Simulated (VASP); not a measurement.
Band structure of LaSiPt3 (space group P4mm). These are PBEsol GGA, VASP's PBE PAW potentials (set 64) (plane waves; VASP 6.6.1) values and carry that method's errors.

Unless said otherwise, spin-orbit coupling is left out, though it shifts the bands of the heavy elements here.

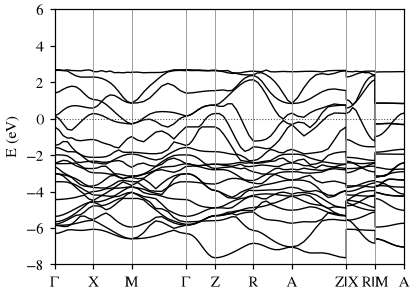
Fig. 1. Bands along high-symmetry lines, zero at the valence-band maximum or, without a gap, the Fermi level

**Question.** Read the plot: is there a gap, and where are the band edges?

**Answer.** It has no gap at this level: it comes out as a metal or semimetal. (Edges off the drawn lines would not show.)

The structure comes from a computed database's LaSiPt3 entry (P4mm); how it stands against other phases isn't given here. It was relaxed first. The electron count is odd and the run is not spin-polarised, which forces a metal.
